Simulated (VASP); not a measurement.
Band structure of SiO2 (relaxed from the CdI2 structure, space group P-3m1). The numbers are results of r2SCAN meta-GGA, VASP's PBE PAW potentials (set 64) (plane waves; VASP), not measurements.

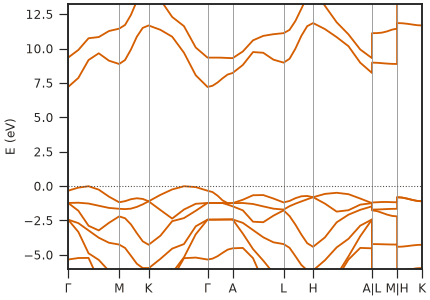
Figure: Bands along high-symmetry lines, zero at the valence-band maximum or, without a gap, the Fermi level

Problem. Read the plot: is there a gap, and where are the band edges?

Solution. The gap is indirect, 7.21 eV, from the valence maximum at (0.18, 0.00, 0.00) to the conduction minimum at Γ.

The structure was generated: SiO2 was put into the CdI2 type (P-3m1), which need not be its known phase. It was relaxed first, which changed the volume by +13 %.
